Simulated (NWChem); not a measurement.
**doublet [BHF2]+: levels of theory compared**

Wanted: a comparison of 4 runs (UB3LYP/def2-TZVPP, U-r2SCAN/def2-TZVPP, UBLYP/def2-TZVPP, UM06-L/def2-TZVPP) of doublet [BHF2]+. 

The results are computed with NWChem 7.3.0.

## Step 1: The structure to begin with

[BHF2]+: 4 atoms, total charge +1, spin state doublet. SMILES of the parent species: `FBF`. The coordinates come from a PBE0-D4/def2-TZVP relaxation. That shape belongs to the parent species and isn't relaxed for this state.

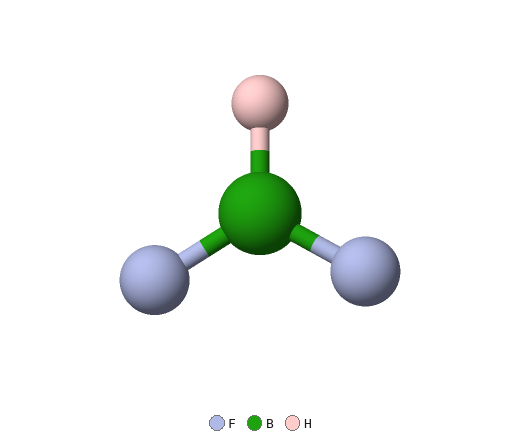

Viewed from a chosen angle; fluorine light blue, boron green, hydrogen pink.

## Step 2: The energy at UB3LYP/def2-TZVPP (run 1)

The input, nw.nw:

```
start nw
memory total 2200 mb
charge 1
geometry units angstrom noautosym nocenter noautoz
  F     1.154300    0.456900   -0.361900
  B    -0.001900   -0.031000    0.025200
  F    -1.095400    0.528700   -0.438900
  H    -0.057000   -0.954600    0.775600
end
basis "ao basis" spherical bse
  * library def2-TZVPP
end
dft
  xc b3lyp
  mult 2
  grid fine
  convergence energy 1e-08
  maxiter 100
  mulliken
  print low
end
task dft energy
```

The run is started by

```
$ nwchem nw.nw > nw.out
```

The log of the run:

```text
[...]
 d= 0,ls=0.0,diis     1   -224.4774576417 -2.86D+02  8.47D-03  9.95D-01     2.0
[...]
 d= 0,ls=0.0,diis    13   -224.8412122148 -9.26D-11  4.07D-08  5.09D-11    22.7
[...]
         Total DFT energy =     -224.841212214767
      One electron energy =     -427.079099079652
           Coulomb energy =      165.363187049539
    Exchange-Corr. energy =      -25.013859426946
 Nuclear repulsion energy =       61.888559242293
[...]
      Total Density - Mulliken Population Analysis
     ---------------------------------------------
    Atom       Charge   Shell Charges
 -----------   ------   -------------------------------------------------------
    1 F    9     8.95   0.77  1.20  0.63  0.97  0.35  2.26  2.05  0.71  0.00  0.01  0.00
    2 B    5     4.38   0.91  1.06  0.55  0.22  0.00  0.95  0.38  0.02  0.11  0.12  0.06
    3 F    9     8.95   0.77  1.20  0.63  0.97  0.35  2.26  2.05  0.71  0.00  0.01  0.00
    4 H    1     0.71   0.22  0.41  0.07  0.00  0.01  0.00
[...]
      <S2> =      0.7553 (Exact =     0.7500)
[...]
```

Wall time 23 s (1 thread of Intel Xeon Platinum 8488C (Sapphire Rapids), shared host); peak memory 0.12 GiB.

## Step 3: A single-point energy at U-r2SCAN/def2-TZVPP (run 2)

The input, bf2h.nw:

```
echo
start bf2h
title "BF2H"
memory total 2200 mb
charge 1

geometry units angstroms noautosym nocenter noautoz
 F        1.154300       0.456900      -0.361900
 B       -0.001900      -0.031000       0.025200
 F       -1.095400       0.528700      -0.438900
 H       -0.057000      -0.954600       0.775600
end

basis spherical bse
 * library def2-TZVPP
end

dft
 xc r2scan
 mult 2
 grid fine
 convergence energy 1e-08
 iterations 100
 mulliken
end

task dft energy
```

The run is started by

```
$ nwchem bf2h.nw > bf2h.out
```

The log of the run:

```text
[...]
          Wavefunction type:  spin polarized.
          No. of atoms     :     4
          No. of electrons :    23
[...]
          Charge           :     1
          Spin multiplicity:     2
[...]
          AO basis - number of functions:   107
[...]
              XC Information
              --------------
                      r^2SCAN Method XC Functional
               r^2SCAN metaGGA Exchange Functional  1.000
                     r^2SCAN Correlation Potential  1.000
[...]
 d= 0,ls=0.0,diis     1   -224.3827346026 -2.86D+02  9.40D-03  1.00D+00     2.4
[...]
 d= 0,ls=0.0,diis    13   -224.7452261121 -8.83D-10  4.34D-08  4.77D-11    27.1
[...]
         Total DFT energy =     -224.745226112069
      One electron energy =     -427.082054168954
           Coulomb energy =      165.374427611410
    Exchange-Corr. energy =      -24.926158796818
 Nuclear repulsion energy =       61.888559242293
[...]
      Total Density - Mulliken Population Analysis
     ---------------------------------------------
    Atom       Charge   Shell Charges
 -----------   ------   -------------------------------------------------------
    1 F    9     8.96   0.77  1.19  0.64  0.97  0.37  2.24  2.10  0.66  0.00  0.01  0.00
    2 B    5     4.32   0.92  1.06  0.54  0.20 -0.00  0.93  0.38  0.01  0.11  0.12  0.06
    3 F    9     8.96   0.77  1.19  0.64  0.97  0.37  2.24  2.10  0.66  0.00  0.01  0.00
    4 H    1     0.76   0.21  0.45  0.07  0.00  0.02  0.00
[...]
      <S2> =      0.7561 (Exact =     0.7500)
[...]
```

It took 28 s on 1 thread of Intel Xeon Platinum 8488C (Sapphire Rapids), shared host; peak memory 0.12 GiB.

## Step 4: A single-point energy at UBLYP/def2-TZVPP (run 3)

The input, geom.nw:

```
start geom
title "BF2H BLYP"
memory total 2200 mb
charge 1

geometry units angstrom noautosym nocenter noautoz
   F     1.154300    0.456900   -0.361900
   B    -0.001900   -0.031000    0.025200
   F    -1.095400    0.528700   -0.438900
   H    -0.057000   -0.954600    0.775600
end

basis spherical bse
   * library def2-TZVPP
end

dft
   xc becke88 lyp
   mult 2
   grid fine
   convergence energy 1e-08
   maxiter 100
   mulliken
   noprint "final vectors analysis"
end

task dft energy
```

The run is started by

```
$ nwchem geom.nw > geom.out
```

The log of the run:

```text
[...]
          Wavefunction type:  spin polarized.
          No. of atoms     :     4
          No. of electrons :    23
[...]
          Charge           :     1
          Spin multiplicity:     2
[...]
          AO basis - number of functions:   107
[...]
              XC Information
              --------------
                    Becke 1988 Exchange Functional  1.000
              Lee-Yang-Parr Correlation Functional  1.000
[...]
 d= 0,ls=0.0,diis     1   -224.4394287174 -2.86D+02  1.13D-02  1.01D+00     2.9
[...]
 d= 0,ls=0.0,diis    12   -224.8303624627 -2.04D-09  7.78D-08  8.39D-10    22.9
[...]
         Total DFT energy =     -224.830362462674
      One electron energy =     -426.983850218314
           Coulomb energy =      165.258446948211
    Exchange-Corr. energy =      -24.993518434864
 Nuclear repulsion energy =       61.888559242293
[...]
      Total Density - Mulliken Population Analysis
     ---------------------------------------------
    Atom       Charge   Shell Charges
 -----------   ------   -------------------------------------------------------
    1 F    9     8.92   0.77  1.19  0.64  0.96  0.35  2.27  2.00  0.72  0.00  0.01  0.00
    2 B    5     4.44   0.92  1.05  0.56  0.22  0.01  0.99  0.40  0.03  0.11  0.12  0.06
    3 F    9     8.92   0.77  1.19  0.64  0.96  0.35  2.27  2.00  0.72  0.00  0.01  0.00
    4 H    1     0.71   0.23  0.40  0.08  0.00  0.01  0.00
[...]
      <S2> =      0.7526 (Exact =     0.7500)
[...]
```

It took 24 s on 1 thread of Intel Xeon Platinum 8488C (Sapphire Rapids), shared host; peak memory 0.12 GiB.

## Step 5: A single-point energy at UM06-L/def2-TZVPP (run 4)

The input, run.xyz:

```xyz
4

F      1.154300     0.456900    -0.361900
B     -0.001900    -0.031000     0.025200
F     -1.095400     0.528700    -0.438900
H     -0.057000    -0.954600     0.775600
```

The input, run.nw:

```
start run
memory total 2200 mb
charge 1

geometry units angstroms noautosym nocenter noautoz
   load format xyz run.xyz
end

basis spherical bse
   * library def2-TZVPP
end

dft
   xc m06-l
   mult 2
   grid fine
   convergence energy 1e-08
   maxiter 100
   mulliken
end

task dft energy
```

The run is started by

```
$ nwchem run.nw > run.out
```

The log of the run:

```text
[...]
          Wavefunction type:  spin polarized.
          No. of atoms     :     4
          No. of electrons :    23
[...]
          Charge           :     1
          Spin multiplicity:     2
[...]
          AO basis - number of functions:   107
[...]
              XC Information
              --------------
                        M06-L Method XC Functional
                         M06-L Exchange Functional  1.000
                       M06-L Correlation Potential  1.000
[...]
 d= 0,ls=0.0,diis     1   -224.4451689240 -2.86D+02  1.02D-02  9.87D-01     2.7
[...]
 d= 0,ls=0.0,diis    13   -224.8098425015 -2.20D-09  1.29D-07  4.10D-10    29.7
[...]
         Total DFT energy =     -224.809842501468
      One electron energy =     -427.120179190622
           Coulomb energy =      165.438819197366
    Exchange-Corr. energy =      -25.017041750505
 Nuclear repulsion energy =       61.888559242293
[...]
      Total Density - Mulliken Population Analysis
     ---------------------------------------------
    Atom       Charge   Shell Charges
 -----------   ------   -------------------------------------------------------
    1 F    9     8.99   0.78  1.20  0.64  0.99  0.40  2.22  2.15  0.61  0.00  0.01  0.00
    2 B    5     4.28   0.91  1.06  0.53  0.21  0.00  0.94  0.38 -0.00  0.10  0.09  0.05
    3 F    9     8.99   0.78  1.20  0.64  0.99  0.40  2.22  2.15  0.61  0.00  0.01  0.00
    4 H    1     0.75   0.23  0.46  0.04  0.01  0.02  0.00
[...]
      <S2> =      0.7547 (Exact =     0.7500)
[...]
```

Wall time 31 s (1 thread of Intel Xeon Platinum 8488C (Sapphire Rapids), shared host); peak memory 0.12 GiB.

## Step 6: Overview of the runs

| run | level | energy (Eh) | ⟨S²⟩ | wall time |
| --- | --- | --- | --- | --- |
| 1 | UB3LYP/def2-TZVPP | -224.841212 | 0.755 | 23 s |
| 2 | U-r2SCAN/def2-TZVPP | -224.745226 | 0.756 | 28 s |
| 3 | UBLYP/def2-TZVPP | -224.830362 | 0.753 | 24 s |
| 4 | UM06-L/def2-TZVPP | -224.809843 | 0.755 | 31 s |

## Step 7: Outcome

```
                                 quantity          value
                      run 4: total energy  -224.80984 Eh
run 4: HOMO energy (highest over α and β)      -18.90 eV
 run 4: LUMO energy (lowest over α and β)      -17.84 eV
                              run 4: ⟨S²⟩          0.755
```

Totals of different functionals can't be ranked against each other. All runs together took 1.8 min, the longest 31 s.
